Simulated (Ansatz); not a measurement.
# Cu2H2Pt, from a guessed structure to a relaxed one

This structure for Cu2H2Pt is made up. Its elements were placed in a known structure type with a cell scaled to their sizes. What cell does the guess relax to, and how far off was it?

Calculated with Ansatz 0.2.0; DFT, PBEsol, plane-wave PAW, files of the set soft_1, scalar-relativistic, ferromagnetic start, cell and ions relaxed at zero pressure; PAW set soft_1, in the first sound run; inputs show where later runs differ.

**1. Set-up**

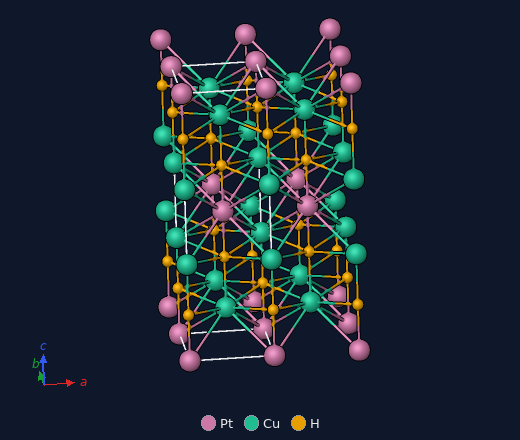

The cell as given, slightly off an axis (platinum pink, copper teal, hydrogen orange). 2×2×1 cells are drawn. This picture shows the conventional cell, with its axes. Some periodic images of atoms are drawn too.

**2. Relaxing cell and atoms**

The guess takes its coordinates from another compound and its volume from a rule, so the cell and any free coordinates are relaxed together.

The input, input.yaml:

```yaml
crystal:
  lattice:
    - [-1.3985, 1.5045, 4.595]
    - [1.3985, -1.5045, 4.595]
    - [1.3985, 1.5045, -4.595]
  atoms:
    - { symbol: Pt, position: [0.0, 0.0, 0.0] }
    - { symbol: Cu, position: [0.3602, 0.3602, 0.0], spin: 0.6 }
    - { symbol: Cu, position: [0.6398, 0.6398, 0.0], spin: 0.6 }
    - { symbol: H, position: [0.171, 0.171, 0.0] }
    - { symbol: H, position: [0.829, 0.829, 0.0] }
magnetization:
  spin_polarized: true
kpoints:
  mp_grid: { grid: [13, 13, 13] }
scf:
  occupations: { method: fermi_dirac, width: 0.05 }
hamiltonian:
  xc: pbesol
  pseudopotentials: { kind: paw, azcp: { folder: soft_1 }, xc_functional: pbe }
relax:
  f_tol: 0.015
  max_steps: 70
  cell: {}
output:
  forces: true
  stress: true
```

The run is started by

```bash
$ ansatz run input.yaml --threads 4 --pin off --max-ram 8192MiB --backend cpu --events-out ev --progress --plain --runs-dir out
```

Numbers of over 12 decimals in the logs are rounded to 6 here.

Output:

```text
basis.fft_grid_basis auto: the FFT boxes are laid along the combinations [[1, 0, 1], [0, 1, 1], [0, 0, 1]] of the cell's own vectors, 3.009, 2.797 and 5.033 Å long. The dense box has 24×20×36 points. Along the cell's own vectors, as sized, it would have 36×36×36, 2.70 times as many. Of the 8 symmetry operations that the crystal satisfies within crystal.symmetry.tolerance (time reversal apart; of a slab, those that ke [...]
Engine: ansatz 0.2.0, x86_64-unknown-linux-gnu
Pseudopotentials: kind: paw
Pseudopotential: Pt, paw, valence charge 18, recommended cutoff 420 eV (normal), soft_1/Pt.paw.azcp
Pseudopotential: Cu, paw, valence charge 19, recommended cutoff 420 eV (normal), soft_1/Cu.paw.azcp
Pseudopotential: H, paw, valence charge 1, recommended cutoff 420 eV (normal), soft_1/H.paw.azcp
Functional definition: PBEsol
  exchange = pbesol_x
  correlation = pbesol_c
Crystal: 5 atoms, lattice volume = 38.672 Å³
Basis set: ecut = 420 eV, 751 PW (Γ), FFT grids on a1+a3, a2+a3, a3, exchange–correlation on 48×40×72 points (8 copies of the dense FFT grid, shifted against one another)
Bands: 36, of which v1, the nominal top of the filled ones, is band 29 counted from 1 (28 counted from 0)
Symmetry: 8 space group operations
Space group: Immm (ITA 71), of the structure as read, at distance tolerance 3.4e-5 Å
Magnetic group: BNS 71.533 (UNI 631), of the structure as read, at distance tolerance 3.4e-5 Å
k-points: 343 of 2197
Non-local potential: Pt, projectors of the file, l = 0: 3, l = 1: 2, l = 2: 2, l = 3: 1
Non-local potential: Cu, projectors of the file, l = 0: 3, l = 1: 2, l = 2: 3, l = 3: 1
Non-local potential: H, projectors of the file, l = 0: 2, l = 1: 1
PAW form: soft (Blöchl's): semilocal exchange-correlation on the pseudo side does not see the compensation charge
PAW frozen core: Pt, regenerated for the run's functional, and the local potential with it (the file was generated under x = pbe(κ = 0.804, μ = 0.219515), c = pbe(β = 0.066725))
PAW frozen core: Cu, regenerated for the run's functional, and the local potential with it (the file was generated under x = pbe(κ = 0.804, μ = 0.219515), c = pbe(β = 0.066725))
PAW one-centre angular grid: Pt, 590 points (default); XC on 64 Gauss nodes
PAW one-centre angular grid: Cu, 590 points (default); XC on 64 Gauss nodes
PAW one-centre angular grid: H, 110 points (default); XC on 64 Gauss nodes
Initial density: superposition of atomic densities (chi_scale 0.1, normalization cell)
Starting moments: Σ|m| = 1.2 μB on 2 of 5 sites
Initial wavefunctions: pseudopotential atomic-orbital guess
Functional: x = pbesol(κ = 0.804, μ = 0.123457), c = pbesol(β = 0.046)
SCF iter   1: F=—  HF=-25594.828247 eV  |F-HF|=—  |Δ(HF+E_count)|=         —  Δρ=1.58e-1 (↑1.58e-1 ↓8.61e-2)  dr2=1.50e1  dr2_m=5.32e-1  M=0.480 μB ∫|m|=0.542 μB  β_m=0.30  ethr=3.10e-3  ⟨swp⟩=5.4  Hψ=86584  notcnv=0  defer=36
preconditioner: auto → Kerker (q_TF=auto, 2.919 Å⁻¹)  [metal: Δε(μ)=0.004 eV  Ē_g=10.886 eV  σ=0.050 eV  W_gap=0.02  n_scr=12 (ndim 8)  ℏωp=34.8 eV  f_vac=0.000  D(μ)=1.89/eV (n_scr^D=16)]
spin=Collinear: Kerker preconditioning applied to the charge; magnetization (m = ρ↑ − ρ↓) channel mixes plain (no charge-response kernel on spin).
SCF iter   2: F=—  HF=-25593.066214 eV  |F-HF|=—  |Δ(HF+E_count)|=    1.76e0  Δρ=6.17e-2 (↑5.90e-2 ↓6.17e-2)  dr2=1.59e0  dr2_m=8.53e-1  M=0.103 μB ∫|m|=0.200 μB  β_m=0.30  ethr=3.10e-3  ⟨swp⟩=2.0  Hψ=53707  notcnv=0  defer=1173
SCF iter   3: F=—  HF=-25592.611145 eV  |F-HF|=—  |Δ(HF+E_count)|=   4.55e-1  Δρ=5.68e-2 (↑5.68e-2 ↓2.37e-2)  dr2=1.16e0  dr2_m=3.63e-1  M=0.172 μB ∫|m|=0.230 μB  β_m=0.30  ethr=2.75e-3  ⟨swp⟩=2.2  Hψ=38734  notcnv=0  defer=1211
SCF iter   4: F=—  HF=-25592.225879 eV  |F-HF|=—  |Δ(HF+E_count)|=   3.85e-1  Δρ=2.71e-2 (↑2.71e-2 ↓2.62e-2)  dr2=1.25e-1  dr2_m=2.27e-1  M=0.140 μB ∫|m|=0.183 μB  β_m=0.30  ethr=2.00e-3  ⟨swp⟩=2.0  Hψ=38330  notcnv=0  defer=1211
SCF iter   5: F=—  HF=-25592.316510 eV  |F-HF|=—  |Δ(HF+E_count)|=   9.06e-2  Δρ=4.02e-2 (↑7.75e-3 ↓4.02e-2)  dr2=3.02e-1  dr2_m=1.80e-1  M=0.058 μB ∫|m|=0.105 μB  β_m=0.30  ethr=2.16e-4  ⟨swp⟩=2.1  Hψ=45306  notcnv=0  defer=1206
SCF iter   6: F=—  HF=-25592.310619 eV  |F-HF|=—  |Δ(HF+E_count)|=   5.89e-3  Δρ=2.67e-2 (↑7.10e-3 ↓2.67e-2)  dr2=1.07e-1  dr2_m=9.59e-2  M=0.056 μB ∫|m|=0.092 μB  β_m=0.30  ethr=2.16e-4  ⟨swp⟩=2.0  Hψ=30089  notcnv=0  defer=1206
SCF iter   7: F=—  HF=-25592.297038 eV  |F-HF|=—  |Δ(HF+E_count)|=   1.36e-2  Δρ=1.42e-2 (↑9.93e-3 ↓1.42e-2)  dr2=5.85e-3  dr2_m=5.12e-2  M=0.055 μB ∫|m|=0.082 μB  β_m=0.30  ethr=1.85e-4  ⟨swp⟩=2.0  Hψ=27039  notcnv=0  defer=1206
SCF iter   8: F=—  HF=-25592.296678 eV  |F-HF|=—  |Δ(HF+E_count)|=   3.60e-4  Δρ=9.50e-3 (↑8.90e-3 ↓9.50e-3)  dr2=7.56e-4  dr2_m=2.99e-2  M=0.046 μB ∫|m|=0.069 μB  β_m=0.30  ethr=1.01e-5  ⟨swp⟩=1.0  Hψ=26459  notcnv=0  defer=1205
Mixer restart at iter 8: flushing history
spin-set hold released at iteration 8 (site moments contracting): the magnetisation degrees of freedom join the quasi-Newton model from the next iteration; the mixer history was flushed
SCF iter   9: F=—  HF=-25592.298388 eV  |F-HF|=—  |Δ(HF+E_count)|=   1.71e-3  Δρ=7.37e-3 (↑7.37e-3 ↓6.84e-3)  dr2=3.69e-4  dr2_m=1.78e-2  M=0.038 μB ∫|m|=0.057 μB  β_m=0.65  ethr=1.30e-6  ⟨swp⟩=2.0  Hψ=31449  notcnv=0  defer=1205
SCF iter  10: F=—  HF=-25592.302159 eV  |F-HF|=—  |Δ(HF+E_count)|=   3.77e-3  Δρ=1.77e-3 (↑5.73e-4 ↓1.77e-3)  dr2=1.17e-3  dr2_m=1.76e-4  M=0.007 μB ∫|m|=0.011 μB  β_m=0.64  ethr=6.36e-7  ⟨swp⟩=2.0  Hψ=44585  notcnv=0  defer=1205
SCF iter  11: F=—  HF=-25592.302029 eV  |F-HF|=—  |Δ(HF+E_count)|=   1.30e-4  Δρ=1.72e-3 (↑1.72e-3 ↓1.33e-3)  dr2=2.38e-3  dr2_m=2.18e-5  M=0.004 μB ∫|m|=0.006 μB  β_m=0.56  ethr=6.36e-7  ⟨swp⟩=2.0  Hψ=43677  notcnv=0  defer=1205
SCF iter  12: F=—  HF=-25592.301685 eV  |F-HF|=—  |Δ(HF+E_count)|=   3.44e-4  Δρ=4.81e-4 (↑4.81e-4 ↓3.15e-4)  dr2=1.85e-4  dr2_m=5.32e-6  M=0.002 μB ∫|m|=0.003 μB  β_m=0.73  ethr=6.36e-7  ⟨swp⟩=2.0  Hψ=34342  notcnv=0  defer=1204
SCF iter  13: F=—  HF=-25592.301671 eV  |F-HF|=—  |Δ(HF+E_count)|=   1.41e-5  Δρ=9.47e-5 (↑9.47e-5 ↓7.58e-5)  dr2=2.32e-6  dr2_m=2.16e-6  M=0.001 μB ∫|m|=0.002 μB  β_m=0.87  ethr=3.19e-7  ⟨swp⟩=2.0  Hψ=28716  notcnv=0  defer=1204
SCF iter  14: F=—  HF=-25592.301662 eV  |F-HF|=—  |Δ(HF+E_count)|=   8.47e-6  Δρ=3.43e-5 (↑3.43e-5 ↓2.02e-5)  dr2=5.88e-7  dr2_m=1.98e-7  M=0.000 μB ∫|m|=0.000 μB  β_m=0.79  ethr=4.00e-9  ⟨swp⟩=2.0  Hψ=43451  notcnv=0  defer=1204
[...]
relax step  10: F+E_penalty+E_count = -25593.98060783 eV  Δ(F+E_penalty+E_count) = -3.602e-5 eV  max|allowed force component| = 2.611e-3 eV/Å  Δτ_max = 0.0012 Å  P = +0.015 GPa  Ω = 43.787 Å³  energy of the carried Pulay correction = -7.311e-3 eV  (5 SCF iters, dr2 threshold 1.11e-7 eV, accepted)
relax step  11: F+E_penalty+E_count = -25594.00308347 eV  Δ(F+E_penalty+E_count) = -2.248e-2 eV  max|allowed force component| = 3.000e-3 eV/Å  Δτ_max = 0.0000 Å  P = +0.821 GPa  Ω = 43.787 Å³  stress off target by 2.29e0 GPa  SCF on the basis re-selected at this cell (its energy is not comparable with the rows above)  (9 SCF iters)
relax step  12: F+E_penalty+E_count = -25594.00683818 eV  Δ(F+E_penalty+E_count) = -3.755e-3 eV  max|allowed force component| = 7.711e-3 eV/Å  Δτ_max = 0.0067 Å  P = +0.203 GPa  Ω = 43.822 Å³  energy of the carried Pulay correction = -4.808e-5 eV  (6 SCF iters, dr2 threshold 5.00e-7 eV, accepted)
relax step  13: F+E_penalty+E_count = -25594.00718946 eV  Δ(F+E_penalty+E_count) = -3.513e-4 eV  max|allowed force component| = 1.412e-3 eV/Å  Δτ_max = 0.0039 Å  P = +0.056 GPa  Ω = 43.825 Å³  energy of the carried Pulay correction = -5.527e-5 eV  (6 SCF iters, dr2 threshold 5.00e-7 eV, accepted)
relax step  14: F+E_penalty+E_count = -25594.00715469 eV  Δ(F+E_penalty+E_count) = +3.477e-5 eV  max|allowed force component| = 2.477e-3 eV/Å  Δτ_max = 0.0004 Å  P = -0.070 GPa  Ω = 43.856 Å³  energy of the carried Pulay correction = -8.914e-5 eV  (6 SCF iters, dr2 threshold 1.08e-8 eV, rejected (line search))
relax step  15: F+E_penalty+E_count = -25594.00717872 eV  Δ(F+E_penalty+E_count) = +1.074e-5 eV  max|allowed force component| = 1.015e-4 eV/Å  Δτ_max = 0.0003 Å  P = +0.006 GPa  Ω = 43.838 Å³  energy of the carried Pulay correction = -6.924e-5 eV  (8 SCF iters, accepted)
iter 1 solved again at ethr=3.91e-8 eV; its pass at ethr=3.10e-3 eV (dr2=2.27e-5 eV) is discarded
SCF iter   1: F=—  HF=-25594.007068 eV  |F-HF|=—  |Δ(HF+E_count)|=         —  Δρ=5.26e-4 (↑5.26e-4 ↓5.26e-4)  dr2=1.03e-5  dr2_m=2.00e-15  M=0.000 μB ∫|m|=0.000 μB  β_m=0.30  ethr=3.91e-8  ⟨swp⟩=3.0  Hψ=150938  notcnv=0
preconditioner: auto → Kerker (q_TF=auto, 2.859 Å⁻¹)  [metal: Δε(μ)=0.039 eV  Ē_g=10.431 eV  σ=0.050 eV  W_gap=0.19  n_scr=20 (ndim 8)  ℏωp=32.7 eV  f_vac=0.000  D(μ)=1.33/eV (n_scr^D=12)]
spin=Collinear: Kerker preconditioning applied to the charge; magnetization (m = ρ↑ − ρ↓) channel mixes plain (no charge-response kernel on spin).
SCF iter   2: F=—  HF=-25594.007156 eV  |F-HF|=—  |Δ(HF+E_count)|=   8.83e-5  Δρ=3.71e-4 (↑3.71e-4 ↓3.71e-4)  dr2=5.14e-6  dr2_m=7.07e-16  M=-0.000 μB ∫|m|=0.000 μB  β_m=0.65  ethr=1.77e-8  ⟨swp⟩=1.0  Hψ=24696  notcnv=0
SCF iter   3: F=—  HF=-25594.007238 eV  |F-HF|=—  |Δ(HF+E_count)|=   8.18e-5  Δρ=1.98e-5 (↑1.98e-5 ↓1.98e-5)  dr2=4.06e-7  dr2_m=1.62e-15  M=-0.000 μB ∫|m|=0.000 μB  β_m=0.46  ethr=8.86e-9  ⟨swp⟩=1.0  Hψ=24696  notcnv=0
SCF iter   4: F=—  HF=-25594.007238 eV  |F-HF|=—  |Δ(HF+E_count)|=   8.35e-8  Δρ=1.38e-6 (↑1.38e-6 ↓1.38e-6)  dr2=1.28e-9  dr2_m=1.14e-15  M=-0.000 μB ∫|m|=0.000 μB  β_m=0.46  ethr=7.00e-10  ⟨swp⟩=2.0  Hψ=32747  notcnv=0
SCF iter   5: F=—  HF=-25594.007242 eV  |F-HF|=—  |Δ(HF+E_count)|=   3.58e-6  Δρ=7.41e-7 (↑7.41e-7 ↓7.41e-7)  dr2=2.18e-10  dr2_m=4.66e-16  M=-0.000 μB ∫|m|=0.000 μB  β_m=0.68  ethr=2.21e-12  ⟨swp⟩=2.0  Hψ=41959  notcnv=0
SCF iter   6: F=—  HF=-25594.007242 eV  |F-HF|=—  |Δ(HF+E_count)|=  5.46e-10  Δρ=4.97e-7 (↑4.97e-7 ↓4.97e-7)  dr2=2.34e-10  dr2_m=7.56e-17  M=-0.000 μB ∫|m|=0.000 μB  β_m=0.84  ethr=1.00e-12  ⟨swp⟩=4.0  Hψ=77115  notcnv=0
SCF iter   7: F=—  HF=-25594.007242 eV  |F-HF|=—  |Δ(HF+E_count)|=  4.73e-11  Δρ=1.68e-7 (↑1.68e-7 ↓1.68e-7)  dr2=5.00e-11  dr2_m=1.70e-17  M=-0.000 μB ∫|m|=0.000 μB  β_m=0.73  ethr=1.00e-12  ⟨swp⟩=1.0  Hψ=24696  notcnv=0
SCF iter   8: F=-25594.007242 eV  HF=-25594.007242 eV  |F-HF|=3.64e-12  |Δ(HF+E_count)|=  3.64e-12  Δρ=3.80e-8 (↑3.80e-8 ↓3.80e-8)  dr2=1.50e-12  dr2_m=3.26e-18  M=-0.000 μB ∫|m|=0.000 μB  ethr=1.00e-12  ⟨swp⟩=3.0  Hψ=61164  notcnv=0
the starting moments were not kept: the SCF closed with an absolute magnetisation of 9.7e-10 μB, where they sum to 1.2 μB in size (2 sites). That is at most 0.1 of that sum. Measured as dr2_m measures the in/out step, that magnetisation stands 2.3e-19 eV from none, at or under the dr2_threshold of 5.0e-11 eV: it is no larger than a step whose dr2_m would equal this threshold.
SCF 16 converged in 8 iterations: F = -25594.007242 eV  dr2 = 1.50e-12
relax step  16: F+E_penalty+E_count = -25594.00724174 eV  Δ(F+E_penalty+E_count) = -6.302e-5 eV  max|allowed force component| = 8.763e-5 eV/Å  Δτ_max = 0.0000 Å  P = +0.004 GPa  Ω = 43.838 Å³  stress off target by 9.28e-3 GPa  SCF on the basis re-selected at this cell (its energy is not comparable with the rows above)  (8 SCF iters)
basis re-selected at this cell: Δ(F+E_penalty+E_count) = -6.302e-5 eV, ΔP = -0.002 GPa vs the last step (what re-selecting the basis moved, of the pressure what is left beyond the Pulay correction that the steps carried, after the strain that the cell walked since its last selection, with what the two solves' SCF thresholds leave and, on support functions, any second-order correction that the steps lacked; it is no m [...]
SCF converged after 8 iterations
Magnetization: -0.0000 μB (29.0000 up, 29.0000 down)
Absolute magnetization: 0.0000 μB (∫|ρ↑−ρ↓|, with the PAW one-centre terms)
Spin contamination: 0.0000 ħ² per cell (⟨S²⟩ above its minimum at these occupations)
Per-site moments (μB) at R_I (Å): [(-3.205675307789483e-10, 0.723509), (5.434092600073585e-11, 0.749874), (5.434135359889681e-11, 0.749874), (7.846474252929598e-11, 0.723509), (7.846471911983365e-11, 0.723509)]
Free energy (F): -25594.007242 eV
Harris-Foulkes:  -25594.007242 eV  (|F-HF|=3.64e-12)
Internal energy: -25593.996422 eV  (E = F + TS)
E sigma→0 (E₀):  -25594.001832 eV
Entropy (-TS):   -0.010820 eV (-2.164 meV/atom)
Fermi energy:    17.732505 eV
--- Per-component energies (eV) ---
  E_band       = -912.338080
  E_kinetic    = 1146.483086
  E_local      = -11023.043567  (includes V_loc(G=0)·N_el)
  E_nonlocal   = 1998.399838
  E_hartree    = 4621.394279
  E_xc         = -386.246937
  E_vxc        = -472.286337  (∫ρ·V_xc dr)
  E_paw        = -12906.912679  (= ΣΔE_a)
  E_vpaw       = -1804.680978  (= ΣTr[D̂ρ^β])
  E_aug_tail   = 0.001304  (compensation charges beyond the density's cutoff)
  E_ewald      = -9044.771182
  E_core_change = 0.699437  (= ΣΔE_core)
  E_smearing   = -0.010820  (= −TS)
  E_closure    = -0.000000  (closes the sum)
  Σ components = -25594.007242   (vs F -25594.007242, Δ=0.00e0)
--- Forces (eV/Å), atoms counted from 1 ---
  atom   1  Pt     0.00000000     0.00000000    -0.00000000
  atom   2  Cu     0.00000000     0.00000000    -0.00004090
  atom   3  Cu     0.00000000     0.00000000     0.00004090
  atom   4  H      0.00000000     0.00000000     0.00008763
  atom   5  H      0.00000000     0.00000000    -0.00008763
  max |Σ_I F_I| component: 1.36e-20 eV/Å
--- Stress (GPa, compression-positive) ---
        0.004363       0.000000       0.000000
        0.000000      -0.001603       0.000000
        0.000000       0.000000       0.009279
  P = ⅓ Tr σ = 0.0040 GPa (0.040 kbar)
--- Relaxed structure (14 steps of the walk, 12 accepted, 2 SCFs on fresh bases) ---
  F+E_penalty+E_count = -25594.00724174 eV   max|allowed force component| = 8.763e-5 eV/Å   (the final SCF, on the basis selected at the relaxed cell)
  cell:  # Å, volume = 43.8377 Å³
    - [-1.426320, 1.426878, 5.384973]
    - [1.426320, -1.426878, 5.384973]
    - [1.426320, 1.426878, -5.384973]
  atoms:
    - { symbol: Pt, position: [0, 0, 0] }
    - { symbol: Cu, position: [0.331649, 0.331649, 2.293145061954946e-18] }
    - { symbol: Cu, position: [0.668351, 0.668351, 1.9216890847125996e-17] }
    - { symbol: H, position: [0.162857, 0.162857, 2.12247942845622e-18] }
    - { symbol: H, position: [0.837143, 0.837143, 1.9387556480624723e-17] }
```

Wall time 1.8 min (4 threads of Intel Xeon Platinum 8559C (Emerald Rapids), shared host); peak memory 0.98 GiB; 6.9 min of CPU time.

The steps of the relaxation:

| step | energy less that of the first step (eV) | largest force component (eV/Å) | pressure (GPa) | volume (Å³) |
| --- | --- | --- | --- | --- |
| 1 | 0.0000 | 3.1471 | 58.04 | 38.67 |
| 2 | -1.2874 | 1.2546 | 14.59 | 43.67 |
| 3 | -1.5144 | 0.6150 | 3.55 | 45.28 |
| 4 | -1.6075 | 0.0757 | -0.18 | 45.25 |
| 5 | -1.6510 | 0.0396 | 0.31 | 44.53 |
| 6 | -1.6747 | 0.0743 | 0.60 | 43.82 |
| 7 | -1.6731 | 0.0482 | 0.85 | 43.35 |
| 8 | -1.6780 | 0.0649 | -0.31 | 43.91 |
| 9 | -1.6789 | 0.0045 | -0.05 | 43.78 |
| 10 | -1.6789 | 0.0026 | 0.02 | 43.79 |
| 11* | -1.7014 | 0.0030 | 0.82 | 43.79 |
| 12 | -1.7052 | 0.0077 | 0.20 | 43.82 |
| 13 | -1.7055 | 0.0014 | 0.06 | 43.82 |
| 14 | -1.7055 | 0.0025 | -0.07 | 43.86 |
| 15 | -1.7055 | 0.0001 | 0.01 | 43.84 |
| 16* | -1.7056 | 0.0001 | 0.00 | 43.84 |

Relaxation steps marked * repeat the geometry before them on a plane-wave basis chosen anew for their cell, so energy and pressure can jump there. Relaxation steps 7, 14 were tried and not accepted.

Forces are held to the 8 operations that the run works with; a distortion that breaks them can't arise in this run.

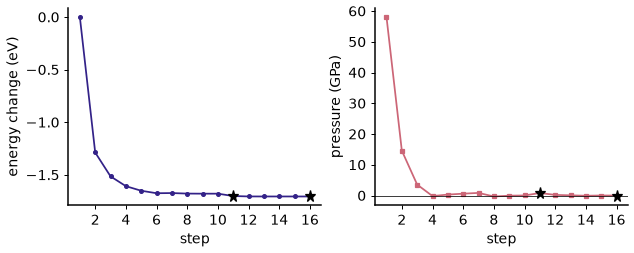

Energy and pressure along the relaxation. Stars mark steps on a basis chosen anew.

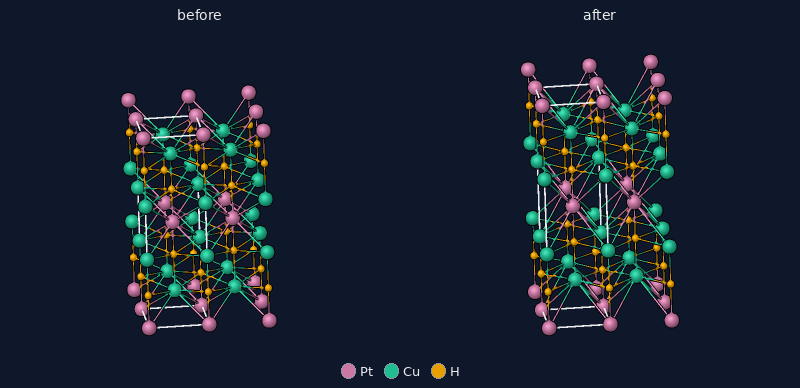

The structure before and after the relaxation, drawn at the same scale.

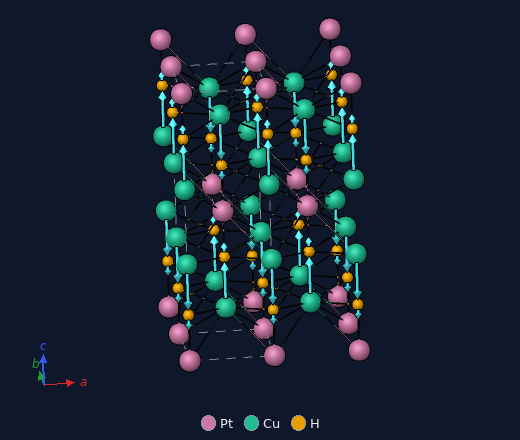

Displacements in the relaxation, exaggerated, measured against the changing cell; the longest in the cell stands for 0.31 Å. 2×2×1 conventional cells are drawn. Some periodic images of atoms are drawn too.

```
     cell as run  before   after   change
           a (Å)   5.033   5.751  +14.3 %
           b (Å)   5.033   5.751  +14.3 %
           c (Å)   5.033   5.751  +14.3 %
           α (°)  147.74  151.28   +2.4 %
           β (°)  145.22  151.27   +4.2 %
           γ (°)   48.17   41.08  -14.7 %
volume (Å³/atom)    7.73    8.77  +13.4 %
```

The atoms that moved most (Å, as changes of fractional coordinates times the final cell):

```
atom     dx     dy      dz  length
 Cu2  0.000  0.000  -0.307   0.307
 Cu3  0.000  0.000   0.307   0.307
  H4  0.000  0.000  -0.088   0.088
  H5  0.000  0.000   0.088   0.088
```

This step gave:

```
free energy             : -25594.0072 eV
energy at zero smearing : -25594.0018 eV
smearing term TS        : 0.01082 eV
Fermi energy            : 17.73 eV
electrons               : 58
symmetry operations     : 8
pressure                : 0.004013 GPa
```

Shortest distances by pair of elements, guess and relaxed (not always the same contact):

```csv
pair,guess (Å),relaxed (Å)
H–Pt,1.571,1.754
Cu–H,1.739,1.818
Cu–Cu,2.570,2.676
Cu–Pt,2.423,2.713
H–H,2.515,2.756
```

The relaxation ends with a largest force component of 8.8e-5 eV/Å and a pressure of 0.00 GPa. The starting moments have collapsed: the run ends non-magnetic.

(Continued in part 2 of 2.)

[Logs are printed without paths, hosts, clocks, repeated set-up lines and the standing remarks that a program may print on its own settings, such as how far it seeks lower states.]

[Hosts, paths, dates, database ids (printed as entryN), source tags and the programs' standing remarks are cut or masked in the printed files.]
